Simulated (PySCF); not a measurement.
# One shape, several levels: GaBH3ClO (SMILES O[B](Cl)[GaH2])

Aim: a comparison of 6 runs (HF/def2-SVP, B3LYP/cc-pVDZ, PBE0/def2-SVP, B3LYP/def2-TZVP, MP2/def2-SVP, CCSD(T)/pcseg-1) of GaBH3ClO. 

Program for the calculation: PySCF 2.14.0.

**1. Starting point**

GaBH3ClO: 7 atoms, total charge 0, spin state singlet. As SMILES, `O[B](Cl)[GaH2]`. The coordinates come from a PBE0-D4/def2-TZVP relaxation. This is one conformer, not always the lowest.

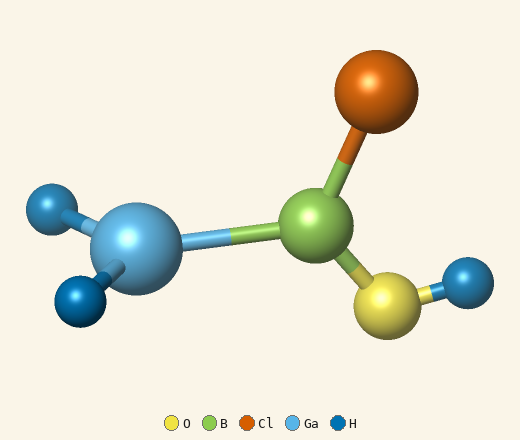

The structure, seen from a chosen angle (oxygen yellow, boron green, chlorine orange, gallium blue, hydrogen blue).

**2. Energy and forces at HF/def2-SVP (run 1)**

The input, job.py:

```python
from pyscf import gto

system = gto.M(
    atom='''
O     -1.597763    -2.322662     1.751965
B     -0.060282    -1.256479     0.033826
Cl     1.698864    -3.280942    -2.022952
Ga     0.382481     2.657333    -0.360560
H     -1.607968    -4.146626     1.711903
H     -1.306368     4.218814    -2.241404
H      2.490659     4.130752     1.127222
''',
    basis='def2-svp',
    unit='bohr',
    max_memory=1860,
    spin=0,
    charge=0,
    verbose=4,
)

calc0 = system.RHF()
calc0.conv_tol = 1e-10
calc0.kernel()
if not calc0.converged:
    calc0 = calc0.newton().run(calc0.mo_coeff, calc0.mo_occ)

e_tot = calc0.e_tot
print('E = %.10f Eh' % e_tot)
grad = calc0.nuc_grad_method().kernel()
calc0.analyze()
```

The run is started by

```sh
OMP_NUM_THREADS=1 python job.py
```

What it wrote:

```text
PySCF version 2.14.0

[... 94 lines left out ...]
MO #8   energy= -10.5529710166358  occ= 2
[... 16 lines left out ...]
MO #25  energy= -0.652780329904162 occ= 2
[... 16 lines left out ...]
MO #42  energy= 0.402002970622954  occ= 0
[... 16 lines left out ...]
MO #59  energy= 1.03979125036268   occ= 0
[... 16 lines left out ...]
MO #76  energy= 1.84032152495249   occ= 0
[... 16 lines left out ...]
MO #93  energy= 4.08218918329702   occ= 0
[... 103 lines left out ...]
Dipole moment(X, Y, Z, Debye): -0.59316, -1.26745,  0.63873
```

Run time: 12 s. Hardware: 1 thread of Intel Xeon at 2.70GHz, shared host; peak memory 0.19 GiB.

**3. Energy and gradient at B3LYP/cc-pVDZ (run 2)**

The input, geometry.xyz:

```xyz
7
BClGaH3O
O     -0.845500    -1.229100     0.927100
B     -0.031900    -0.664900     0.017900
Cl     0.899000    -1.736200    -1.070500
Ga     0.202400     1.406200    -0.190800
H     -0.850900    -2.194300     0.905900
H     -0.691300     2.232500    -1.186100
H      1.318000     2.185900     0.596500
```

The input, calc.py:

```python
from pyscf import gto, dft

system = gto.M(
    atom='geometry.xyz',
    verbose=4,
    max_memory=1860,
    basis='cc-pvdz',
)

myscf = dft.RKS(system, xc='b3lyp')
myscf.conv_tol = 1e-10
myscf.grids.level = 5
myscf.kernel()
if not myscf.converged:
    myscf = myscf.newton().run(myscf.mo_coeff, myscf.mo_occ)

energy = myscf.e_tot
print(f'total energy: {energy:.8f} hartree')
grad = myscf.nuc_grad_method().kernel()
dip = myscf.dip_moment()
pop, q = myscf.mulliken_pop()
```

The run is started by

```sh
OMP_NUM_THREADS=1 python calc.py
```

What it wrote:

```text
PySCF version 2.14.0

[... 75 lines left out ...]
converged SCF energy = -2487.0428582498
total energy: -2487.04285825 hartree
[... 14 lines left out ...]
Dipole moment(X, Y, Z, Debye): -0.66688, -1.29524,  0.72167
[... 96 lines left out ...]
charge of    6H =     -0.08526
```

Wall time 54 s (1 thread of Intel Xeon at 2.70GHz, shared host); peak memory 0.86 GiB.

**4. Energy and gradient at PBE0/def2-SVP (run 3)**

The input, run.py:

```python
import pyscf.grad
from pyscf import gto, dft

mol = gto.M(
    atom='''
O     -0.845500    -1.229100     0.927100
B     -0.031900    -0.664900     0.017900
Cl     0.899000    -1.736200    -1.070500
Ga     0.202400     1.406200    -0.190800
H     -0.850900    -2.194300     0.905900
H     -0.691300     2.232500    -1.186100
H      1.318000     2.185900     0.596500
''',
    max_memory=1860,
    basis='def2-svp',
    verbose=4,
)

calc0 = dft.RKS(mol)
calc0.xc = 'pbe0'
calc0.conv_tol = 1e-10
calc0.grids.level = 5
calc0.kernel()
if not calc0.converged:
    calc0 = calc0.newton().run(calc0.mo_coeff, calc0.mo_occ)

etot = calc0.e_tot
print('E(%s) = %.9f' % ('PBE0', etot))
grad = calc0.Gradients().kernel()
calc0.analyze()
```

The run is started by

```sh
OMP_NUM_THREADS=1 python run.py
```

What it wrote:

```text
PySCF version 2.14.0

[... 108 lines left out ...]
MO #8   energy= -9.53196577783216  occ= 2
[... 16 lines left out ...]
MO #25  energy= -0.488480290187641 occ= 2
[... 16 lines left out ...]
MO #42  energy= 0.245025596252901  occ= 0
[... 16 lines left out ...]
MO #59  energy= 0.787501245139794  occ= 0
[... 16 lines left out ...]
MO #76  energy= 1.5797352556946    occ= 0
[... 16 lines left out ...]
MO #93  energy= 3.69056254213267   occ= 0
[... 103 lines left out ...]
Dipole moment(X, Y, Z, Debye): -0.59858, -1.45427,  0.63956
```

Run time: 50 s. Hardware: 1 thread of Intel Xeon at 2.70GHz, shared host; peak memory 0.91 GiB.

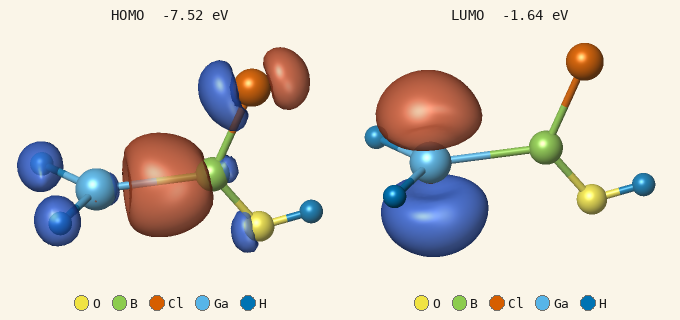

Frontier orbitals of this run, surfaces at ±0.2 Å^-3/2.

Runs 4 to 5 aren't shown in full; the table further down has their settings and results.

**5. The energy at CCSD(T)/pcseg-1 (run 6)**

The input, job.py:

```python
# O[B](Cl)[GaH2]
from pyscf import gto, scf, cc

mol = gto.M(
    atom=[
    ('O', (-0.845500, -1.229100, 0.927100)),
    ('B', (-0.031900, -0.664900, 0.017900)),
    ('Cl', (0.899000, -1.736200, -1.070500)),
    ('Ga', (0.202400, 1.406200, -0.190800)),
    ('H', (-0.850900, -2.194300, 0.905900)),
    ('H', (-0.691300, 2.232500, -1.186100)),
    ('H', (1.318000, 2.185900, 0.596500)),
],
    max_memory=1860,
    basis='pcseg-1',
    verbose=4,
)

mf = scf.RHF(mol)
mf.conv_tol = 1e-10
mf.kernel()
if not mf.converged:
    mf = mf.newton().run(mf.mo_coeff, mf.mo_occ)

mycc = cc.CCSD(mf, frozen=16)
mycc.kernel()
e_t = mycc.ccsd_t()
etot = mycc.e_tot + e_t
print('E(%s) = %.9f' % ('CCSD(T)', etot))
dip = mf.dip_moment()
pop, q = mf.mulliken_pop()
```

The run is started by

```sh
OMP_NUM_THREADS=1 python job.py
```

What it wrote:

```text
PySCF version 2.14.0

[... 63 lines left out ...]
converged SCF energy = -2483.79426868136
[... 12 lines left out ...]
Init t2, MP2 energy = -2484.26686885803  E_corr(MP2) -0.47260017666418
[... 12 lines left out ...]
CCSD converged
[... 3 lines left out ...]
Dipole moment(X, Y, Z, Debye): -0.70428, -0.91787,  0.77483
[... 96 lines left out ...]
charge of    6H =     -0.13486
```

Wall time 34 s (1 thread of Intel Xeon at 2.70GHz, shared host); peak memory 0.39 GiB.

**6. The series**

```csv
run,level,integration grid,frozen core orbitals,energy (Eh),dipole moment (D) of the reference,HOMO energy (eV),LUMO energy (eV),wall time
1,HF/def2-SVP,–,–,-2483.643790,1.54,-10.36,1.18,12 s
2,B3LYP/cc-pVDZ,5,–,-2487.042858,1.63,-7.32,-1.93,54 s
3,PBE0/def2-SVP,5,–,-2486.012047,1.70,-7.52,-1.64,50 s
4,B3LYP/def2-TZVP,5,–,-2487.127165,1.47,-7.46,-2.01,2.6 min
5,MP2/def2-SVP,–,16,-2484.258035,1.54,-10.36,1.18,29 s
6,CCSD(T)/pcseg-1,–,16,-2484.316077,1.39,-10.61,0.97,34 s
```

**7. Summary of results**

| quantity | value |
| --- | --- |
| run 6: total energy | -2484.31608 Eh |
| run 6: dipole moment (Hartree–Fock density) | 1.39 D |
| run 6: HOMO energy (Hartree–Fock orbitals) | -10.61 eV |
| run 6: LUMO energy (Hartree–Fock orbitals) | 0.97 eV |
| run 6: HOMO–LUMO gap (Hartree–Fock orbitals) | 11.58 eV |
| run 6: correlation energy (16 core orbitals frozen) | -521.8 mEh |
| run 6: (T) correction | -13.35 mEh |
| run 6: T1 diagnostic | 0.012 |

In words: Over runs 1, 2, 3, 4 the dipole moment (its size) runs from 1.47 D (B3LYP/def2-TZVP) to 1.70 D (PBE0/def2-SVP). The two ends differ in method and basis. Over runs 1, 2, 3, 4 the HOMO–LUMO gap runs from 5.40 eV (B3LYP/cc-pVDZ) to 11.54 eV (HF/def2-SVP). Totals of different functionals can't be ranked against each other. All runs together took 5.6 min, the longest 2.6 min.
